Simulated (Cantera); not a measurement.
Charge: 1 mol Cr₂O₃, 16 mol H₂, 0.14 mol H₂O, at 10.0 mbar.

Equilibrium computed with Cantera from the NASA thermochemical tables; the gas is ideal and each condensed phase is pure. Candidate condensed phases: Cr, Cr₂O₃, H₂O; 13 gas species. Rates play no part.

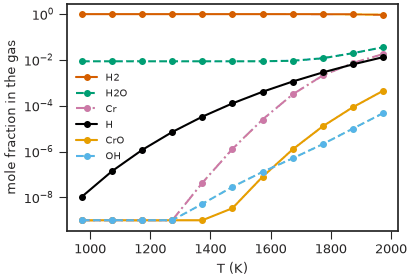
Figure. Equilibrium gas composition (values under 1e-9 drawn at 1e-9)

### Question
Read off the mole fractions at 1373 K.

### Answer
H₂ about 0.99, H₂O about 0.0087, H about 3.3e-5, Cr about 4.3e-8.
